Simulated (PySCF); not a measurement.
Process, species as SMILES: CO (CH3-OH) + [H][H] (H2) → C (CH4) + O (H2O)
B3LYP-D3(BJ)/def2-TZVP geometries, fixed; electronic energies without zero-point terms.

Basis-set convergence of the energy of full hydrogenation at B3LYP with PySCF. All functions are spherical. Density fitting with generated auxiliary sets. No added dispersion term, no relativity. Functions are those of the species that has most. Reference: the value in pcseg-3, -30.03 kcal/mol, itself unsure by roughly 0.40 kcal/mol (its mean distance from def2-QZVPP, cc-pVQZ). Deviations are taken from unrounded values.

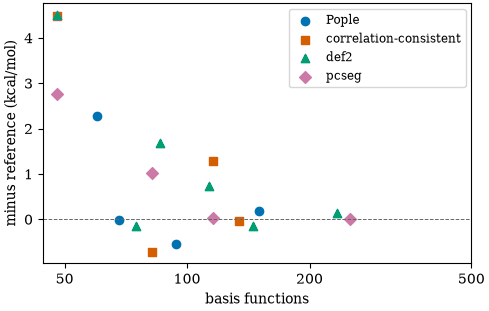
Figure. Deviation from the reference against the number of basis functions, by family of sets.

```
basis              functions  energy of full hydrogenation (kcal/mol)  minus reference (kcal/mol)
-----------------  ---------  ---------------------------------------  --------------------------
cc-pVDZ                   48                                   -25.55                        4.49
def2-SVP                  48                                   -25.53                        4.50
pcseg-1                   48                                   -27.26                        2.77
6-311G**                  60                                   -27.75                        2.28
6-311+G**                 68                                   -30.05                       -0.01
def2-SVPD                 75                                   -30.17                       -0.14
aug-cc-pVDZ               82                                   -30.74                       -0.71
aug-pcseg-1               82                                   -29.01                        1.02
def2-TZVP                 86                                   -28.36                        1.67
6-311++G(2d,2p)           94                                   -30.57                       -0.54
def2-TZVPD               113                                   -29.30                        0.73
cc-pVTZ                  116                                   -28.75                        1.28
pcseg-2                  116                                   -30.00                        0.04
jun-cc-pV(T+d)Z          134                                   -30.06                       -0.03
def2-TZVPPD              145                                   -30.18                       -0.15
6-311++G(3df,3pd)        150                                   -29.85                        0.19
def2-QZVPP               234                                   -29.88                        0.15
pcseg-3                  252                                   -30.03                        0.00
```
